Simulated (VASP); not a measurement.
Band structure of MnAl₂ (space group I4/mcm). All values below come from PBE GGA, VASP's PBE PAW potentials (set 64) (plane waves; VASP 6.6.1).

The moments were started parallel, and other spin orders were not tried in this run.

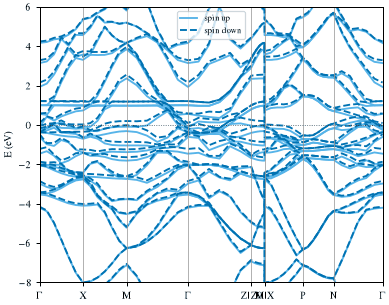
Bands along high-symmetry lines, zero at the valence-band maximum or, without a gap, the Fermi level

Task: Read the plot: is there a gap, and where are the band edges?

Result: It has no gap at this level: it comes out as a metal or semimetal.

The structure was generated: MnAl2 was put into an ordered model structure, which need not be its known phase. The cell was not relaxed at this level. The k-mesh is coarse (spacing up to 0.43 per Å, 2π included), so the numbers may not be converged in it.
